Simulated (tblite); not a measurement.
# Geometry relaxation, with input and output: C4H12FPSi (part 1 of 4)

C4H12FPSi, computed with GFN2-xTB geometry optimisation, gas phase (tblite 0.8.0).

It belongs to a series of runs on one base structure; here: terminal Si group replaced by H.

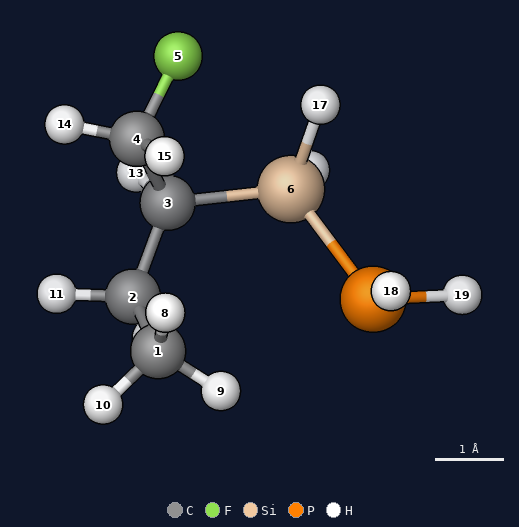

*The structure as given in the input (ball-and-stick view, seen at a tilt; atoms are numbered from 1 in the order of the input).*

The input
```
{"job": {"kind": "relax", "xc": "GFN2-xTB", "basis": "xTB"}, "charge": 0, "multiplicity": 1}
C     -1.084700    -1.590900     0.090600
C     -1.020600    -0.507400    -0.931700
C     -0.378600     0.764700    -0.545500
C     -1.030300     1.519200     0.585700
F     -0.247700     2.667200     0.740700
Si     1.436000     0.719500    -0.238500
P      2.209500    -1.204300     0.429600
H     -1.201900    -1.259600     1.148200
H     -0.212700    -2.271100     0.037700
H     -1.970000    -2.250900    -0.181800
H     -2.071400    -0.278200    -1.258900
H     -0.556500    -0.950400    -1.847700
H     -0.513600     1.462100    -1.423300
H     -2.029200     1.891400     0.365000
H     -0.954400     0.997100     1.567100
H      2.134400     1.240300    -1.420300
H      1.764200     1.701600     0.845600
H      2.063600    -1.427500     1.857500
H      3.654000    -1.213600     0.172600
```

The first line tells a small driver script what to run in tblite; the rest is the geometry in Å.

Hardware: 1 CPU thread, shared host.

Command:
```bash
OMP_NUM_THREADS=1 python <driver script> task.json out
```

Log
```
step      E/eV     max force
  0    -642.64484    2.831
  1    -643.03717    1.663
  2    -643.22468    1.138
  3    -643.36834    1.007
  4    -643.49464    0.928
  5    -643.53816    0.610
  6    -643.56534    0.434
  7    -643.58707    0.489
  8    -643.60770    0.446
  9    -643.62842    0.370
 10    -643.64000    0.252
 11    -643.64853    0.263
 12    -643.66150    0.354
 13    -643.67444    0.333
 14    -643.68242    0.196
 15    -643.68637    0.127
 16    -643.68887    0.119
 17    -643.69155    0.154
 18    -643.69441    0.123
 19    -643.69692    0.127
 20    -643.69932    0.129
 21    -643.70207    0.161
 22    -643.70495    0.158
 23    -643.70733    0.102
 24    -643.70919    0.106
 25    -643.71097    0.109
 26    -643.71312    0.112
 27    -643.71556    0.113
 28    -643.71785    0.112
 29    -643.71977    0.118
 30    -643.72143    0.099
 31    -643.72275    0.081
 32    -643.72371    0.079
 33    -643.72457    0.085
 34    -643.72571    0.114
 35    -643.72740    0.148
 36    -643.72948    0.135
 37    -643.73156    0.110
 38    -643.73340    0.114
 39    -643.73516    0.111
 40    -643.73696    0.094
 41    -643.73858    0.092
 42    -643.73991    0.101
 43    -643.74091    0.112
 44    -643.74169    0.105
 45    -643.74276    0.078
 46    -643.74425    0.072
 47    -643.74498    0.078
 48    -643.74598    0.068
 49    -643.74649    0.051
 50    -643.74688    0.047
 51    -643.74729    0.064
 52    -643.74785    0.086
 53    -643.74844    0.075
 54    -643.74894    0.065
 55    -643.74936    0.066
 56    -643.74987    0.067
 57    -643.75057    0.089
 58    -643.75149    0.078
 59    -643.75245    0.060
 60    -643.75293    0.055
 61    -643.75356    0.067
 62    -643.75441    0.075
 63    -643.75541    0.075
 64    -643.75630    0.067
 65    -643.75702    0.064
 66    -643.75774    0.072
 67    -643.75866    0.088
 68    -643.75973    0.098
 69    -643.76048    0.077
 70    -643.76105    0.082
 71    -643.76161    0.057
 72    -643.76223    0.038
 73    -643.76274    0.061
 74    -643.76337    0.060
 75    -643.76385    0.040
 76    -643.76428    0.054
 77    -643.76468    0.058
 78    -643.76511    0.063
 79    -643.76544    0.037
 80    -643.76563    0.023
 81    -643.76574    0.021
 82    -643.76582    0.027
 83    -643.76589    0.020
 84    -643.76596    0.015
 85    -643.76603    0.015
 86    -643.76608    0.014
 87    -643.76612    0.015
 88    -643.76616    0.017
 89    -643.76623    0.019
 90    -643.76632    0.027
 91    -643.76643    0.024
 92    -643.76651    0.018
 93    -643.76657    0.016
 94    -643.76662    0.018
 95    -643.76667    0.018
 96    -643.76671    0.016
 97    -643.76674    0.017
 98    -643.76678    0.017
 99    -643.76684    0.022
100    -643.76689    0.017
101    -643.76693    0.015
102    -643.76696    0.015
103    -643.76701    0.020
104    -643.76707    0.028
105    -643.76714    0.024
106    -643.76720    0.014
107    -643.76724    0.017
108    -643.76729    0.019
109    -643.76736    0.028
110    -643.76745    0.027
111    -643.76754    0.024
112    -643.76762    0.021
113    -643.76769    0.020
114    -643.76778    0.027
115    -643.76788    0.023
116    -643.76796    0.019
117    -643.76801    0.017
118    -643.76808    0.019
119    -643.76820    0.029
120    -643.76839    0.034
121    -643.76865    0.041
122    -643.76893    0.043
123    -643.76922    0.041
124    -643.76957    0.051
125    -643.76995    0.049
126    -643.77032    0.046
127    -643.77048    0.063
128    -643.77077    0.046
129    -643.77106    0.034
130    -643.77158    0.039
131    -643.77207    0.074
132    -643.77300    0.108
133    -643.77408    0.131
134    -643.77623    0.120
135    -643.77768    0.141
136    -643.78115    0.149
137    -643.78472    0.134
138    -643.78861    0.181
139    -643.79044    0.301
140    -643.79459    0.252
141    -643.79732    0.232
142    -643.79976    0.157
143    -643.80337    0.097
144    -643.80495    0.128
145    -643.80755    0.159
146    -643.81053    0.177
147    -643.81352    0.178
148    -643.81782    0.169
149    -643.82323    0.127
150    -643.82528    0.146
151    -643.82674    0.116
152    -643.82963    0.097
153    -643.83059    0.079
154    -643.83128    0.061
155    -643.83192    0.061
156    -643.83243    0.058
157    -643.83289    0.062
158    -643.83326    0.037
159    -643.83351    0.055
160    -643.83388    0.044
161    -643.83423    0.044
162    -643.83478    0.056
163    -643.83531    0.062
164    -643.83630    0.079
165    -643.83743    0.079
166    -643.83853    0.085
167    -643.83953    0.075
168    -643.84058    0.077
169    -643.84161    0.083
170    -643.84245    0.069
171    -643.84335    0.074
172    -643.84419    0.062
173    -643.84539    0.096
174    -643.84663    0.099
175    -643.84820    0.087
176    -643.84935    0.057
177    -643.84984    0.069
178    -643.85037    0.044
179    -643.85078    0.049
180    -643.85121    0.044
181    -643.85151    0.049
182    -643.85188    0.042
183    -643.85215    0.037
184    -643.85234    0.052
185    -643.85257    0.037
186    -643.85286    0.033
187    -643.85310    0.031
188    -643.85338    0.037
189    -643.85367    0.050
190    -643.85397    0.045
191    -643.85431    0.055
192    -643.85472    0.041
193    -643.85520    0.052
194    -643.85557    0.049
195    -643.85583    0.033
196    -643.85602    0.028
197    -643.85631    0.028
198    -643.85655    0.025
199    -643.85671    0.022
200    -643.85679    0.017
201    -643.85684    0.014
202    -643.85689    0.013
203    -643.85693    0.010
204    -643.85696    0.013
205    -643.85699    0.010
206    -643.85701    0.011
207    -643.85703    0.011
208    -643.85704    0.010
```

Trajectory as extended XYZ (Å, eV, eV/Å), 43 of the 209 frames kept, from step=0 to step=208
```
19
Properties=species:S:1:pos:R:3:forces:R:3 step=0 energy=-642.64484
C    -1.0847   -1.5909    0.0906   -0.7640  -1.9670   0.8310
C    -1.0206   -0.5074   -0.9317   -1.5130  -0.6860  -1.6730
C    -0.3786    0.7647   -0.5455   -0.7220   1.4010  -1.0810
C    -1.0303    1.5192    0.5857    0.7490   0.3640   0.7130
F    -0.2477    2.6672    0.7407   -0.8210   0.0980   0.2070
Si    1.4360    0.7195   -0.2385    2.2080   1.3860   1.1050
P     2.2095   -1.2043    0.4296    0.7700  -2.3290  -0.1470
H    -1.2019   -1.2596    1.1482   -0.0060  -0.1140  -0.9020
H    -0.2127   -2.2711    0.0377   -0.2790   0.5170   0.1720
H    -1.9700   -2.2509   -0.1818    0.9020   0.6730   0.6080
H    -2.0714   -0.2782   -1.2589    0.5190  -0.0550   0.2680
H    -0.5565   -0.9504   -1.8477   -0.0300   0.4920   0.5420
H    -0.5136    1.4621   -1.4233    0.1660  -0.4880   0.5310
H    -2.0292    1.8914    0.3650   -0.2040  -0.2340   0.1100
H    -0.9544    0.9971    1.5671   -0.3040   0.2510  -0.5710
H     2.1344    1.2403   -1.4203    0.0250  -0.2950  -0.0730
H     1.7642    1.7016    0.8456    0.0700  -0.2930  -0.3840
H     2.0636   -1.4275    1.8575    0.5600   0.7890  -1.0510
H     3.6540   -1.2136    0.1726   -1.3260   0.4910   0.7950
19
Properties=species:S:1:pos:R:3:forces:R:3 step=5 energy=-643.53816
C    -1.1101   -1.6391    0.0864   -0.0480   0.1290   0.0260
C    -1.0702   -0.5251   -0.9555    0.1700   0.2790   0.0070
C    -0.3593    0.7879   -0.5672    0.0870   0.0930   0.1180
C    -1.0136    1.5461    0.5837   -0.0750  -0.0400   0.0330
F    -0.3267    2.7278    0.7859   -0.1870  -0.0170   0.0340
Si    1.5592    0.7271   -0.1768   -0.4570  -0.3770  -0.1450
P     2.1984   -1.4165    0.3452   -0.1240   0.4150  -0.1840
H    -1.2166   -1.2563    1.0927   -0.0830   0.1360   0.1580
H    -0.2088   -2.2459    0.0580   -0.0120  -0.0110  -0.0270
H    -1.9662   -2.2722   -0.1206   -0.0030  -0.1770   0.0220
H    -2.0977   -0.2813   -1.2566    0.1280   0.0200   0.0660
H    -0.5509   -0.9150   -1.8345   -0.0940   0.0600  -0.0690
H    -0.4995    1.4567   -1.4303    0.2570  -0.1430   0.0540
H    -2.0461    1.8499    0.3878   -0.0970  -0.1290  -0.1380
H    -0.9802    1.0041    1.5319    0.0740  -0.0440   0.0390
H     2.1633    1.2017   -1.4384    0.1500  -0.2120   0.1540
H     1.8105    1.7222    0.8741    0.2110  -0.2150  -0.0280
H     2.1546   -1.3183    1.7368    0.0050   0.1430  -0.1960
H     3.5499   -1.1444    0.2900    0.0970   0.0900   0.0770
19
Properties=species:S:1:pos:R:3:forces:R:3 step=10 energy=-643.64000
C    -1.1193   -1.6232    0.0969    0.0450   0.0380  -0.0080
C    -1.0619   -0.5071   -0.9472   -0.0780  -0.0120   0.0000
C    -0.3547    0.7965   -0.5486    0.0450  -0.0780  -0.0330
C    -1.0336    1.5434    0.5901   -0.0410  -0.0640  -0.0470
F    -0.3908    2.7426    0.8056   -0.0780   0.0030  -0.0150
Si    1.5249    0.6892   -0.1823    0.1390   0.0140  -0.0360
P     2.1967   -1.3925    0.2929    0.1220  -0.1770   0.0320
H    -1.2403   -1.2290    1.1021   -0.0270   0.0130   0.0010
H    -0.2182   -2.2303    0.0633    0.1020   0.0460   0.1060
H    -1.9527   -2.2945   -0.1042   -0.0300   0.0930  -0.0400
H    -2.0829   -0.2607   -1.2413   -0.1510   0.1070   0.0100
H    -0.5665   -0.8878   -1.8445    0.0180  -0.0130   0.0430
H    -0.4345    1.4430   -1.4278   -0.0240   0.0940   0.0160
H    -2.0729    1.8011    0.3612   -0.0610  -0.0980   0.0180
H    -0.9733    0.9950    1.5346   -0.0720   0.0040   0.0150
H     2.2041    1.1316   -1.4026    0.0960  -0.0850  -0.1000
H     1.8663    1.6535    0.8591    0.0650  -0.0030   0.1210
H     2.1584   -1.2595    1.6667   -0.2110  -0.0040   0.0860
H     3.5415   -1.1020    0.3186    0.1410   0.1220  -0.1700
19
Properties=species:S:1:pos:R:3:forces:R:3 step=15 energy=-643.68637
C    -1.1178   -1.6040    0.1050   -0.0350   0.0470  -0.0020
C    -1.0768   -0.4929   -0.9461    0.0690   0.0310   0.0140
C    -0.3429    0.7942   -0.5457    0.0350   0.0560   0.0200
C    -1.0548    1.5241    0.5860    0.0190  -0.0010   0.0250
F    -0.4598    2.7459    0.8077   -0.0300   0.0130  -0.0400
Si    1.5461    0.6652   -0.1915    0.0490   0.0000   0.0030
P     2.2406   -1.4149    0.2766    0.0110   0.0210   0.0000
H    -1.2640   -1.2068    1.1063   -0.0250   0.0230  -0.0160
H    -0.2009   -2.1957    0.0995   -0.0380   0.1200   0.0180
H    -1.9455   -2.2786   -0.1071    0.0370  -0.0040  -0.0200
H    -2.1035   -0.2208   -1.2235    0.0950  -0.0480   0.0380
H    -0.5808   -0.8778   -1.8400   -0.0970  -0.0420  -0.0340
H    -0.4026    1.4586   -1.4152   -0.0730   0.0280   0.0210
H    -2.1049    1.7356    0.3472    0.0300  -0.0630  -0.0080
H    -0.9922    0.9888    1.5382   -0.0270  -0.0390  -0.0090
H     2.2602    1.0605   -1.4131   -0.0190  -0.0020  -0.0340
H     1.9191    1.5998    0.8791   -0.0410  -0.0360  -0.0460
H     2.0971   -1.2316    1.6428    0.0660  -0.1040  -0.0060
H     3.5734   -1.0401    0.2863   -0.0250   0.0010   0.0760
19
Properties=species:S:1:pos:R:3:forces:R:3 step=20 energy=-643.69932
C    -1.1220   -1.5839    0.1099    0.0430  -0.0050   0.0180
C    -1.0673   -0.4833   -0.9439   -0.0640   0.0240  -0.0410
C    -0.3294    0.8011   -0.5450   -0.0340  -0.0160  -0.0310
C    -1.0555    1.5151    0.5886   -0.0020  -0.0300  -0.0240
F    -0.4915    2.7524    0.8007   -0.0270  -0.0410   0.0370
Si    1.5612    0.6587   -0.2015   -0.0880  -0.0580  -0.0340
P     2.2572   -1.4212    0.2695   -0.0150   0.0200  -0.0120
H    -1.2859   -1.1875    1.1068   -0.0720   0.0470   0.0200
H    -0.1963   -2.1522    0.1195    0.0960  -0.0380   0.0520
H    -1.9325   -2.2730   -0.1168    0.0160  -0.0100  -0.0110
H    -2.0921   -0.2127   -1.2076   -0.0980   0.0820  -0.0170
H    -0.6081   -0.8864   -1.8489    0.0590   0.0120   0.0090
H    -0.4133    1.4759   -1.4048    0.0350  -0.0050  -0.0030
H    -2.1082    1.6949    0.3387   -0.0020  -0.0070  -0.0100
H    -1.0014    0.9765    1.5398    0.0780   0.0390   0.0040
H     2.2709    1.0382   -1.4289   -0.0060   0.0210  -0.0350
H     1.9242    1.5787    0.8762    0.0080   0.0630   0.0210
H     2.1006   -1.2611    1.6366    0.0360  -0.0770  -0.0020
H     3.5796   -1.0210    0.3036    0.0370  -0.0220   0.0590
19
Properties=species:S:1:pos:R:3:forces:R:3 step=25 energy=-643.71097
C    -1.1166   -1.5650    0.1165   -0.0360   0.0050  -0.0210
C    -1.0769   -0.4729   -0.9508   -0.0010  -0.0320   0.0250
C    -0.3293    0.8037   -0.5533    0.0030  -0.0110   0.0020
C    -1.0572    1.5009    0.5869   -0.0080   0.0360   0.0140
F    -0.5236    2.7488    0.8034    0.0230   0.0520  -0.0130
Si    1.5580    0.6489   -0.2141    0.0590   0.0600   0.0320
P     2.2744   -1.4230    0.2608    0.0660  -0.0500   0.0040
H    -1.3277   -1.1585    1.1032   -0.0080  -0.0140  -0.0500
H    -0.1733   -2.1126    0.1572   -0.0600   0.0850   0.0330
H    -1.9062   -2.2731   -0.1275    0.0490  -0.0520   0.0120
H    -2.1052   -0.1870   -1.1999    0.0230  -0.0510  -0.0260
H    -0.6202   -0.8877   -1.8528   -0.0190   0.0520   0.0070
H    -0.4142    1.4912   -1.4016    0.0340  -0.0110  -0.0440
H    -2.1120    1.6564    0.3315   -0.0350   0.0010   0.0610
H    -0.9817    0.9737    1.5418    0.0260  -0.0380  -0.0050
H     2.2688    1.0269   -1.4491   -0.0560  -0.0170   0.0610
H     1.9224    1.5759    0.8659   -0.0190   0.0030  -0.0630
H     2.1172   -1.3212    1.6327   -0.0610  -0.0090  -0.0070
H     3.5934   -1.0161    0.3418    0.0200  -0.0090  -0.0230
19
Properties=species:S:1:pos:R:3:forces:R:3 step=30 energy=-643.72143
C    -1.1244   -1.5444    0.1182    0.0070  -0.0020   0.0230
C    -1.0879   -0.4621   -0.9542    0.0180   0.0070  -0.0310
C    -0.3290    0.8088   -0.5579   -0.0060  -0.0030   0.0190
C    -1.0590    1.4975    0.5887    0.0340  -0.0150   0.0000
F    -0.5558    2.7593    0.8007   -0.0060  -0.0130  -0.0300
Si    1.5619    0.6359   -0.2135   -0.0580  -0.0760   0.0210
P     2.3121   -1.4371    0.2491   -0.0430   0.0440  -0.0190
H    -1.3856   -1.1293    1.0861   -0.0900  -0.0070   0.0400
H    -0.1602   -2.0397    0.2126    0.0660   0.0110  -0.0160
H    -1.8622   -2.3014   -0.1358   -0.0030  -0.0100  -0.0350
H    -2.1161   -0.1788   -1.2038    0.0050  -0.0130  -0.0080
H    -0.6350   -0.8698   -1.8585    0.0240  -0.0440  -0.0370
H    -0.3972    1.4950   -1.4112   -0.0180  -0.0240   0.0480
H    -2.1254    1.6172    0.3544    0.0510   0.0360   0.0560
H    -0.9475    0.9623    1.5371    0.0010   0.0410  -0.0010
H     2.2515    1.0083   -1.4543    0.0270  -0.0010  -0.0380
H     1.9204    1.5850    0.8413    0.0140   0.0360   0.0410
H     2.1073   -1.3854    1.6189   -0.0250   0.0270  -0.0310
H     3.6223   -1.0122    0.3746    0.0020   0.0070  -0.0010
19
Properties=species:S:1:pos:R:3:forces:R:3 step=35 energy=-643.72740
C    -1.1255   -1.5413    0.1196   -0.0130  -0.0350   0.0020
C    -1.0876   -0.4648   -0.9602   -0.0160  -0.0520   0.0410
C    -0.3317    0.8034   -0.5547   -0.0140  -0.0160  -0.0150
C    -1.0506    1.4969    0.5935   -0.0170   0.0240   0.0350
F    -0.5514    2.7627    0.7863    0.0670   0.0210  -0.0110
Si    1.5558    0.6298   -0.2067    0.0470   0.1240  -0.0660
P     2.3137   -1.4331    0.2399    0.0190  -0.0530   0.0040
H    -1.4333   -1.1322    1.0806    0.0200  -0.0270  -0.0690
H    -0.1450   -2.0074    0.2295   -0.0670   0.0290   0.0520
H    -1.8398   -2.3171   -0.1505    0.0530  -0.0120  -0.0380
H    -2.1162   -0.1873   -1.2143    0.0100   0.0140  -0.0120
H    -0.6301   -0.8767   -1.8636    0.0070   0.0000   0.0540
H    -0.3984    1.4888   -1.4049   -0.0110   0.0490  -0.0190
H    -2.1190    1.6238    0.3850   -0.0330  -0.0350  -0.0330
H    -0.9267    0.9717    1.5436    0.0300   0.0040   0.0610
H     2.2427    1.0031   -1.4554   -0.0090  -0.0210   0.0340
H     1.9160    1.5991    0.8364   -0.0090  -0.0430  -0.0110
H     2.0906   -1.3959    1.6063   -0.0080   0.0190  -0.0060
H     3.6267   -1.0142    0.3821   -0.0570   0.0110  -0.0010
```
